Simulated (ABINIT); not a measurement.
**MgO (Fm-3m): G0W0 with ABINIT, start to end**

Wanted: ground state, empty states, screening and self-energy for MgO (Fm-3m).

Method: LDA and many-body steps on it, plane waves, in ABINIT 10.8.3.

**Experimental background.**

- Gap 7.83 eV: literature experimental gap; bulk crystal (quoted in “Electronic structure of alkaline earth and post-transition metal oxides”, 2009, arxiv:0908.1581).

### 1. The starting structure

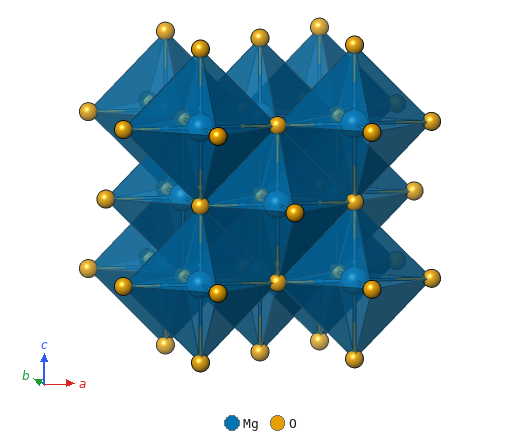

The starting structure, seen slightly off an axis (magnesium blue, oxygen orange). This picture shows the conventional cell, with its axes. Some periodic images of atoms are drawn too.

The cell and positions are those that the Materials Project relaxed with its own functionals (PBE, PBE+U or r2SCAN), kept fixed.

### 2. Ground state

This step: ABINIT 10.8.3; DFT, LDA, plane waves, norm-conserving pseudopotentials.

The ground-state density comes first.

Input file run.abi:

```
acell 3*1.0 Angstrom
rprim 
  -0.000000000000 2.097001392700 2.097001392700
  2.097001392700 -0.000000000000 2.097001392700
  2.097001392700 2.097001392700 -0.000000000000
ntypat 2
znucl 12 8
natom 2
typat 1 2
xred 
  0.000000000000 0.000000000000 0.000000000000
  0.500000000000 0.500000000000 0.500000000000
pp_dirpath "pseudos"
pseudos "Mg.upf, O.upf"
ecut 38
ngkpt 8 8 8
nshiftk 1
shiftk 0 0 0
kptopt 1
chksymbreak 0
nband 13
occopt 1
tolvrs 1e-10
nstep 60
prtwf 0
indata_prefix "in"
outdata_prefix "out"
tmpdata_prefix "tmp"
```

On the command line:

```sh
$ OMP_NUM_THREADS=1 mpirun -n 4 abinit run.abi > log
```

Numbers of over 12 decimals in the logs are rounded to 6 here.

Output:

```text
.Version 10.8.3 of ABINIT. v10.8.2 released Aug 2026.

 Symmetries : space group Fm -3 m (#225); Bravais cF (face-center cubic)
================================================================================
 Values of the parameters that define the memory need of the present run
     intxc =       0    ionmov =       0      iscf =       7    lmnmax =       5
     lnmax =       5     mgfft =      32  mpssoang =       3    mqgrid =    3001
     natom =       2  nloc_mem =       1    nspden =       1   nspinor =       1
    nsppol =       1      nsym =      48    n1xccc =    2501    ntypat =       2
    occopt =       1   xclevel =       1
-    mband =          13        mffmem =           1         mkmem =           8
       mpw =        1410          nfft =       32768          nkpt =          29
================================================================================
  Rough estimation (10% accuracy) of disk space for files :
================================================================================

--------------------------------------------------------------------------------
------------- Echo of variables that govern the present computation ------------
--------------------------------------------------------------------------------
 -outvars: echo values of preprocessed input variables --------
            acell      1.8897261259E+00  1.8897261259E+00  1.8897261259E+00 Bohr

      chksymbreak           0
             ecut      3.80000000E+01 Hartree
-          fftalg         312

              ixc       -1012
              kpt      0.00000000E+00  0.00000000E+00  0.00000000E+00
                       1.25000000E-01  0.00000000E+00  0.00000000E+00
                       2.50000000E-01  0.00000000E+00  0.00000000E+00
                       3.75000000E-01  0.00000000E+00  0.00000000E+00
                       5.00000000E-01  0.00000000E+00  0.00000000E+00
                       1.25000000E-01  1.25000000E-01  0.00000000E+00
                       2.50000000E-01  1.25000000E-01  0.00000000E+00
                       3.75000000E-01  1.25000000E-01  0.00000000E+00
                       5.00000000E-01  1.25000000E-01  0.00000000E+00
   [... 18 further rows ...]
                      -3.75000000E-01  5.00000000E-01  1.25000000E-01
                      -2.50000000E-01  5.00000000E-01  2.50000000E-01
         kptrlatt        8    0    0      0    8    0      0    0    8
          kptrlen      4.48334925E+01
P           mkmem           8
            natom           2
            nband          13
            ngfft          32      32      32
             nkpt          29
            nstep          60
             nsym          48
           ntypat           2
              occ      2.000000  2.000000  2.000000  2.000000  2.000000  2.000000
                       2.000000  2.000000  0.000000  0.000000  0.000000  0.000000
                       0.000000
            prtwf           0
            rprim     -0.0000000000E+00  2.0970013927E+00  2.0970013927E+00
[...]
spgroup         225

           tolvrs      1.00000000E-10

             xred      0.0000000000E+00  0.0000000000E+00  0.0000000000E+00
[...]
znucl       12.00000    8.00000

================================================================================

 chkinp: Checking input parameters for consistency.

================================================================================
== DATASET  1 ==================================================================
-   mpi_nproc: 4, omp_nthreads: 1 (-1 if OMP is not activated)

--- !DatasetInfo
iteration_state: {dtset: 1, }
dimensions: {natom: 2, nkpt: 29, mband: 13, nsppol: 1, nspinor: 1, nspden: 1, mpw: 1410, }
cutoff_energies: {ecut:  38.0, pawecutdg:  -1.0, }
electrons: {nelect:   1.60000000E+01, charge:   0.00000000E+00, occopt:   1.00000000E+00, tsmear:   1.00000000E-02, }

 Real(R)+Recip(G) space primitive vectors, cartesian coordinates (Bohr,Bohr^-1):
 R(1)=  0.0000000  3.9627583  3.9627583  G(1)= -0.1261747  0.1261747  0.1261747
 R(2)=  3.9627583  0.0000000  3.9627583  G(2)=  0.1261747 -0.1261747  0.1261747
 R(3)=  3.9627583  3.9627583  0.0000000  G(3)=  0.1261747  0.1261747 -0.1261747
 Unit cell volume ucvol=  1.2445798E+02 bohr^3
 Angles (23,13,12)=  6.00000000E+01  6.00000000E+01  6.00000000E+01 degrees

 getcut: wavevector=  0.0000  0.0000  0.0000  ngfft=  32  32  32
         ecut(hartree)=     38.000   => boxcut(ratio)=   2.05769

--- Pseudopotential description ------------------------------------------------
- Mg Generated using ONCVPSP code by D. R. Hamann
- 12.00000  10.00000  180309                  znucl, zion, pspdat
12 -1012 1 -1 1510                            pspcod,pspxc,lmax,lloc,mmax
     nproj     2     2     0
  pspatm : epsatm=    9.23542517
         --- l  ekb(1:nproj) -->
[...]
pspatm: atomic psp has been read  and splines computed

- O Generated using ONCVPSP code by D. R. Hamann
-  8.00000   6.00000  201201                  znucl, zion, pspdat
12 -1012 2 -1 926                             pspcod,pspxc,lmax,lloc,mmax
     nproj     2     2     1
  pspatm : epsatm=    6.27558587
         --- l  ekb(1:nproj) -->
[...]
1   -4.798959   -1.172522
             2   -1.033686
 pspatm: atomic psp has been read  and splines computed

   2.48176177E+02                                ecore*ucvol(ha*bohr**3)
--------------------------------------------------------------------------------

_setup2: Arith. and geom. avg. npw (full set) are    1393.920    1393.901

================================================================================

--- !BeginCycle
iteration_state: {dtset: 1, }
solver: {iscf: 7, nstep: 60, nline: 4, wfoptalg: 0, }
tolerances: {tolvrs: 1.00E-10, }

     iter   Etot(hartree)      deltaE(h)  residm     vres2
 ETOT  1  -75.802447827591    -7.580E+01 9.504E-02 3.722E+02
 ETOT  2  -75.806055813406    -3.608E-03 1.625E-03 3.601E+02
 ETOT  3  -75.915994222252    -1.099E-01 3.960E-03 4.159E+00
 ETOT  4  -75.917149836557    -1.156E-03 5.912E-04 1.305E-02
 ETOT  5  -75.917154662977    -4.826E-06 2.809E-04 5.834E-04
 ETOT  6  -75.917154803133    -1.402E-07 1.881E-04 2.555E-06
 ETOT  7  -75.917154803899    -7.660E-10 9.132E-05 8.662E-08
 ETOT  8  -75.917154803931    -3.241E-11 6.820E-05 1.646E-10
 ETOT  9  -75.917154803933    -1.620E-12 3.166E-05 6.657E-12

 At SCF step    9       vres2   =  6.66E-12 < tolvrs=  1.00E-10 =>converged.

 Cartesian components of stress tensor (hartree/bohr^3)
  sigma(1 1)=  1.81366987E-04  sigma(3 2)=  0.00000000E+00
  sigma(2 2)=  1.81366987E-04  sigma(3 1)=  0.00000000E+00
  sigma(3 3)=  1.81366987E-04  sigma(2 1)=  0.00000000E+00

--- !ResultsGS
iteration_state: {dtset: 1, }
comment   : Summary of ground state results
lattice_vectors:
- [ -0.0000000,   3.9627583,   3.9627583, ]
- [  3.9627583,  -0.0000000,   3.9627583, ]
- [  3.9627583,   3.9627583,  -0.0000000, ]
lattice_lengths: [   5.60419,    5.60419,    5.60419, ]
lattice_angles: [ 60.000,  60.000,  60.000, ] # degrees, (23, 13, 12)
lattice_volume:   1.2445798E+02
convergence: {deltae: -1.620E-12, res2:  6.657E-12, residm:  3.166E-05, diffor: null, }
etotal    :  -7.59171548E+01
entropy   :   0.00000000E+00
fermie    :   1.63852445E-01
cartesian_stress_tensor: # hartree/bohr^3
- [  1.81366987E-04,   0.00000000E+00,   0.00000000E+00, ]
- [  0.00000000E+00,   1.81366987E-04,   0.00000000E+00, ]
- [  0.00000000E+00,   0.00000000E+00,   1.81366987E-04, ]
pressure_GPa:  -5.3360E+00
xred      :
- [  0.0000E+00,   0.0000E+00,   0.0000E+00, Mg]
- [  5.0000E-01,   5.0000E-01,   5.0000E-01,  O]
cartesian_forces: # hartree/bohr
- [ -0.00000000E+00,  -0.00000000E+00,  -0.00000000E+00, ]
- [ -0.00000000E+00,  -0.00000000E+00,  -0.00000000E+00, ]
force_length_stats: {min:   0.00000000E+00, max:   0.00000000E+00, mean:   0.00000000E+00, }

 Integrated electronic density in atomic spheres:
 ------------------------------------------------
 Atom  Sphere_radius  Integrated_density
    1        2.00000          8.41926925
    2        2.00000          6.28454836
================================================================================

 ----iterations are completed or convergence reached----

 Mean square residual over all n,k,spin=   88.983E-09; max=  31.658E-06
 reduced coordinates (array xred) for    2 atoms
       0.000000000000      0.000000000000      0.000000000000
       0.500000000000      0.500000000000      0.500000000000
 rms dE/dt=  0.0000E+00; max dE/dt=  0.0000E+00; dE/dt below (all hartree)
    1       0.000000000000      0.000000000000      0.000000000000
    2       0.000000000000      0.000000000000      0.000000000000

 cartesian coordinates (angstrom) at end:
    1      0.000000     0.000000     0.000000
    2      2.097001     2.097001     2.097001

 cartesian forces (hartree/bohr) at end:
    1     -0.000000    -0.000000    -0.000000
    2     -0.000000    -0.000000    -0.000000
 frms,max,avg= 0.0000000E+00 0.0000000E+00   0.000E+00  0.000E+00  0.000E+00 h/b

 cartesian forces (eV/Angstrom) at end:
    1     -0.000000    -0.000000    -0.000000
    2     -0.000000    -0.000000    -0.000000
 frms,max,avg= 0.0000000E+00 0.0000000E+00   0.000E+00  0.000E+00  0.000E+00 e/A
 length scales=  1.889726125908  1.889726125908  1.889726125908 bohr
              =  1.000000000000  1.000000000000  1.000000000000 angstroms
 prteigrs : about to open file out_EIG
 Fermi (or HOMO) energy (hartree) =   0.16385   Average Vxc (hartree)=  -0.44207
 Eigenvalues (hartree) for nkpt=  29  k points:
 kpt#   1, nband= 13, wtk=  0.00195, kpt=  0.0000  0.0000  0.0000 (reduced coord)
  -2.46309   -1.26530   -1.26530   -1.26530   -0.46098    0.16385    0.16385    0.16385
   0.34087    0.74328    0.74328    0.74328    0.88704
 prteigrs : prtvol=0 or 1, do not print more k-points.

--- !EnergyTerms
iteration_state     : {dtset: 1, }
comment             : Components of total free energy in Hartree
kinetic             :  4.51583215729785E+01
hartree             :  2.05078994010265E+01
xc                  : -1.19455531474932E+01
Ewald energy        : -4.75873828125848E+01
psp_core            :  1.99405592925979E+00
local_psp           : -6.31170009959722E+01
non_local_psp       : -2.09274947511475E+01
total_energy        : -7.59171548039330E+01
total_energy_eV     : -2.06581102206575E+03
band_energy         : -1.28103465804355E+01

 Cartesian components of stress tensor (hartree/bohr^3)
  sigma(1 1)=  1.81366987E-04  sigma(3 2)=  0.00000000E+00
  sigma(2 2)=  1.81366987E-04  sigma(3 1)=  0.00000000E+00
  sigma(3 3)=  1.81366987E-04  sigma(2 1)=  0.00000000E+00

-Cartesian components of stress tensor (GPa)         [Pressure= -5.3360E+00 GPa]
- sigma(1 1)=  5.33600098E+00  sigma(3 2)=  0.00000000E+00
- sigma(2 2)=  5.33600098E+00  sigma(3 1)=  0.00000000E+00
- sigma(3 3)=  5.33600098E+00  sigma(2 1)=  0.00000000E+00

== END DATASET(S) ==============================================================
================================================================================

 -outvars: echo values of variables after computation  --------
           etotal     -7.5917154804E+01
            nband          13
             nkpt          29
          spgroup         225
 [... the other variables as echoed above ...]

 Calculation completed.
```

Run time: 4.7 s. Hardware: 4 MPI ranks of Arm Neoverse V1, shared host; peak memory 0.25 GiB; 18 s of CPU time.

This step gave:

* total energy: -2065.8110 eV
* gap: 4.817 eV
* k of the valence top: 0, 0, 0
* k of the conduction bottom: 0, 0, 0
* least direct gap: 4.817 eV
* pressure: -5.336 GPa

The gap is direct, at Γ.

The cutoff was set for levels, not for stress, so the pressure can be off by some GPa.

[end of part 1 of 3]

[Paths, hosts, dates, memory and timing lines, banners, echoed tables and standing remarks are left out of the program output.]

[Logs are printed without paths, hosts, clocks, repeated set-up lines and the standing remarks that a program may print on its own settings, such as how far it seeks lower states.]

[Runs of the session that timed out or met a known fault of the program may be left out.]

[Hosts, paths, dates, database ids (printed as entryN), source tags and the programs' standing remarks are cut or masked in the printed files.]

[G0W0 gaps are taken among the corrected bands and points alone; a level outside them can change the order at an edge.]

[Where Ansatz stands beside ABINIT at settings called matched, ABINIT's density can come from a denser mesh and the files from another edition; pairs whose starting gaps differed by over 0.03 eV were left out, so agreement reads better than it is.]
